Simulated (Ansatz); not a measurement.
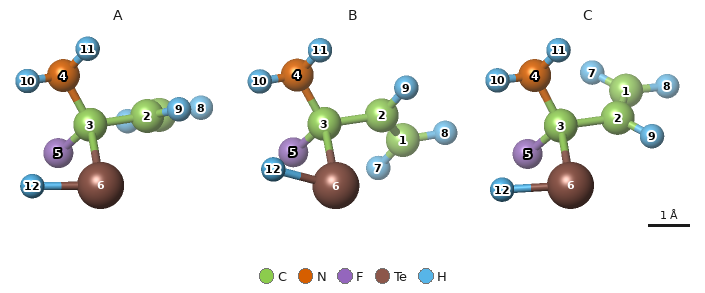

3 geometries from a converged minimum-energy path of C$_{3}$H$_{6}$FNTe, shuffled. A ball-and-stick model, seen from a free direction.

Theory: RKS BLYP/def2-SVP (Ansatz). Settings: 7 movable images; climbing image; force threshold 0.05 eV/Å; iteration limit 60; starting path through a guess of the saddle point.

Q: Which of them lies highest in energy?

A: C. In order along the path, whose images run from 0 to 8: B (image 0, 0.000 eV), A (image 2, +0.083 eV), C (image 4, +0.167 eV). No bond forms or breaks between the ends. Bond angles that change up to the highest image, for instance: C2–C3–Te6 102.9° → 106.0°, C3–C2–H9 115.1° → 118.0°.

The run took 4.1 min on 2 threads of Intel(R) Xeon(R) CPU @ 2.60GHz (Ice Lake) (shared host), peak memory 0.19 GiB.
